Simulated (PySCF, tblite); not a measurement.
**C5H7NO2Si: geometry, infrared bands and NMR shifts**

What infrared bands and NMR shifts should C5H7NO2Si (`C[C@@H]1[SiH2]Oc2conc21`) show?

The runs use tblite 0.8.0 and PySCF 2.14.0, with density-fitted response routines of our own; the level of theory stands in each step. All values are computed, except where a source is named. Atoms count from 0, in the outputs and in this text.

### Step 1. Starting geometry

16 atoms, charge 0, multiplicity 1; geometry from: force field or distance geometry start.

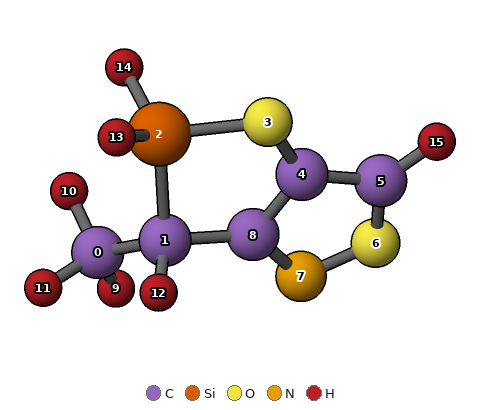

The starting geometry (carbon purple, silicon orange, oxygen yellow, nitrogen amber, hydrogen red), atoms numbered.

### Step 2. Relaxing the molecule with GFN2-xTB

What the job is given:

```
{"job": {"kind": "relax", "xc": "GFN2-xTB", "basis": "xTB"}, "charge": 0, "multiplicity": 1}
C     -1.619200    -1.233500     0.000600
C     -0.779700    -0.239700     0.716100
Si    -0.972900     1.488800     0.052100
O      0.681700     1.887500     0.252700
C      1.367800     0.687600     0.284500
C      2.704400     0.277200     0.100400
O      2.755000    -1.010000     0.230300
N      1.576600    -1.446200     0.477800
C      0.678600    -0.409400     0.508700
H     -1.188900    -2.216700    -0.128600
H     -1.953200    -0.883700    -1.009300
H     -2.574800    -1.355600     0.598300
H     -1.059100    -0.266500     1.804100
H     -1.879200     2.298200     0.839200
H     -1.299800     1.511900    -1.379500
H      3.555200     0.918900    -0.091300
```

Started as:

```
$ OMP_NUM_THREADS=1 python probes_run.py task.json out
```

One launch serves the whole session: the jobs run in the order shown.

**Question.** This job is followed by: GFN2-xTB harmonic vibrations, gas phase; GIAO PBE0/pcSseg-1 NMR shielding, non-relativistic, gas phase. What will the session give for the following? strongest single infrared mode (GFN2-xTB); zero-point energy (GFN2-xTB); ¹³C shifts against TMS (PBE0/pcSseg-1); ¹H shifts against TMS (PBE0/pcSseg-1, means over atoms taken as alike); ²⁹Si shifts against TMS (PBE0/pcSseg-1); ¹⁷O shifts against H2O (PBE0/pcSseg-1); ¹⁵N shifts against NH3 (PBE0/pcSseg-1).

**Answer**, as computed:

| quantity | value |
| --- | --- |
| strongest single infrared mode (GFN2-xTB) | 2331 cm⁻¹, 433 km/mol |
| zero-point energy (GFN2-xTB) | 70.7 kcal/mol |
| ¹³C shifts against TMS (PBE0/pcSseg-1) | 167.9, 155.3, 141.9, 19.8, 18.2 ppm |
| ¹H shifts against TMS (PBE0/pcSseg-1, means over atoms taken as alike) | 7.93, 5.65, 5.39, 2.93, 1.62 ppm |
| ²⁹Si shifts against TMS (PBE0/pcSseg-1) | 31.1 ppm |
| ¹⁷O shifts against H2O (PBE0/pcSseg-1) | 379.7, 58.8 ppm |
| ¹⁵N shifts against NH3 (PBE0/pcSseg-1) | 409.3 ppm |

What this shows: Over 83 steps the energy fell by 1.030 eV; of the close pairs, C4–C8 changed most, 1.315 to 1.422 Å. No mode is imaginary among the 42: a minimum at this level. The strongest single mode, at 2331 cm⁻¹, moves mainly H14 and H13. Unscaled tight-binding wavenumbers are off by several per cent, some by more. Its intensities can rank the bands wrongly. At PBE0/pcSseg-1: Shielding is most anisotropic at N7 (span 481 ppm, paramagnetic term -465 ppm). NICS(1)zz of -24 ppm above the planar ring from C4 marks a diatropic (aromatic) ring current.
